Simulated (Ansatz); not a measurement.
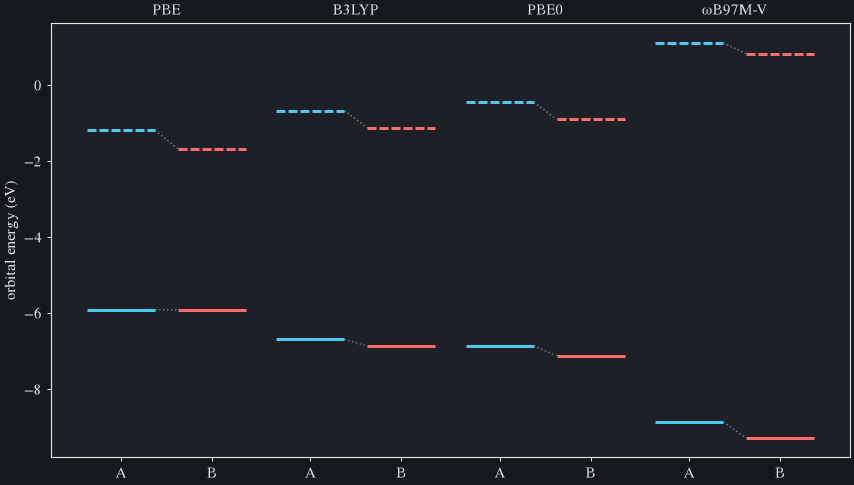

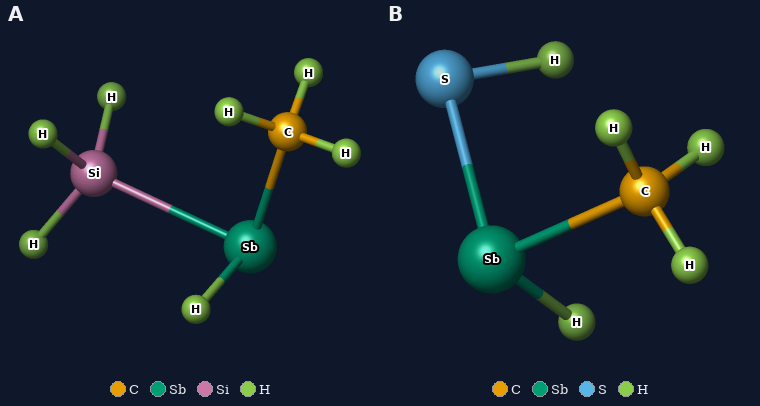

One change: A, CH₇SbSi (SMILES [CH3][SbH][SiH3]), becomes B, CH₅SSb (SMILES [CH3][SbH][SH]). SiH₃ on Sb is replaced by SH. HOMO (solid) and LUMO (dashed) computed in def2-TZVPP at PBE0-D4/def2-TZVP geometries, both minima by their frequencies, gas phase, the Ansatz code. Empty levels above zero depend strongly on the basis.

**What does the change do to HOMO and LUMO?**

PBE: the HOMO hardly moves, the LUMO falls by 0.48 eV, and the separation goes from 4.72 to 4.24 eV. B3LYP: the HOMO falls by 0.18 eV, the LUMO falls by 0.45 eV, and the separation goes from 6.02 to 5.74 eV. PBE0: the HOMO falls by 0.26 eV, the LUMO falls by 0.44 eV, and the separation goes from 6.41 to 6.23 eV. ωB97M-V: the HOMO falls by 0.42 eV, the LUMO falls by 0.28 eV, and the separation goes from 9.97 to 10.10 eV.

**Do the functionals agree on the effect?**

They agree on the direction for both levels; the HOMO shift lies between −0.42 and 0.00 eV and the LUMO shift between −0.48 and −0.28 eV, while the separations themselves differ by up to 5.9 eV between functionals.

Caveats: core potentials past krypton; spin-orbit coupling is left out, and with Sb it can shift these values.
